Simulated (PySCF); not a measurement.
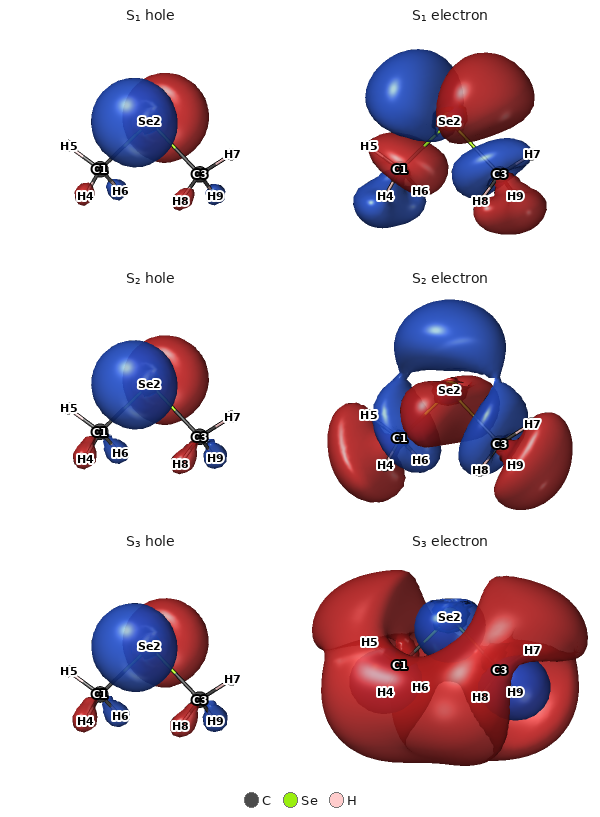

C2H6Se, SMILES `C[Se]C`. Leading natural transition orbitals (full linear response singlet states).

PySCF calculation, CAM-B3LYP/cc-pVDZ, gas phase; geometry: GFN2-xTB. No frequency check shows the geometry to be a minimum. GFN2-xTB bond lengths at metals and heavier atoms can be off by up to 0.1 Å and shapes distorted, which carries into these values. Without diffuse functions Rydberg states are missing, so the states' numbers hold for this basis only.

The calculation's input:

```python
import numpy as np
from pyscf import gto, scf, dft, tdscf
from pyscf.scf import atom_ks, atom_hf
from scipy.linalg import block_diag

def solve(mol, dm0=None, hcore=None):
    mf = (dft.UKS if mol.spin else dft.RKS)(mol, xc='camb3lyp')
    mf.grids.level = 3
    mf = mf.density_fit(auxbasis='def2-universal-jkfit')
    mf.conv_tol, mf.max_cycle = 1e-8, 80
    if hcore is not None:
        mf.get_hcore = lambda *args: hcore
    mf.kernel(dm0)
    if not mf.converged:
        mf = mf.newton().run(mf.mo_coeff, mf.mo_occ, max_cycle=30)
    assert mf.converged, 'SCF not converged'
    return mf

mol = gto.M(atom='''
C      1.46098     0.82107     0.00043
Se    -0.00001    -0.47441     0.00000
C     -1.46097     0.82109    -0.00043
H      1.39334     1.43658     0.89440
H      2.39412     0.26528    -0.00186
H      1.39392     1.43653    -0.89358
H     -2.39411     0.26531     0.00186
H     -1.39381     1.43664     0.89357
H     -1.39332     1.43659    -0.89441
''', basis='cc-pvdz', charge=0, spin=0, verbose=4)
mf = solve(mol)
td = mf.TDDFT()
td.nstates, td.singlet, td.conv_tol = 4, True, 1e-5
td.kernel()
td.analyze()
x, y = np.array([p[0] for p in td.xy]), np.array([p[1] + 0 * p[0] for p in td.xy])
f, mu = td.oscillator_strength(), td.transition_dipole()
nto = [td.get_nto(state=i + 1, verbose=4) for i in range(len(td.e))]
# spherically averaged free atoms, for the promolecule
atm = atom_ks.get_atm_nrks(mol, xc='camb3lyp')
pro = block_diag(*[(atm[a[0]][2] * atm[a[0]][3]) @ atm[a[0]][2].T for a in mol._atom])
np.savez('result.npz', e=td.e, f=f, ok=td.converged, w=[n[0] for n in nto], nto=[n[1] for n in nto], x=x, y=y, c=mf.mo_coeff, occ=mf.mo_occ, eps=mf.mo_energy, pro=pro, mu=mu)
```

Launched as:

```sh
OMP_NUM_THREADS=1 python input.py
```

The run took 7 min on 1 thread of Arm Neoverse N1, on a shared host, peak memory 0.57 GiB.

Q: Give the energy and character of each state.

A: By state:
- S₁: 5.00 eV (248 nm), f = 0.000 (dark), n → σ*; the leading pair carries 100 %; hole on Se2 (84 %), electron on Se2 (57 %) and C1 and C3 (14 % each); their centroids lie 0.1 Å apart.
- S₂: 6.41 eV (193 nm), f = 0.000 (dark), n → σ*; the leading pair carries 100 %; hole on Se2 (82 %), electron on Se2 (44 %) and C1 and C3 (17 % each); their centroids lie 0.6 Å apart.
- S₃: 6.85 eV (181 nm), f = 0.000 (very weak), partly diffuse acceptor orbital, which a basis without diffuse functions describes poorly; the leading pair carries 100 %; hole on Se2 (82 %), electron on C1 and C3 (14 % each), Se2 (13 %) and H4, H6, H8 and H9 (11 % each) (atom shares of so diffuse an orbital are rough); their centroids lie 1.4 Å apart.
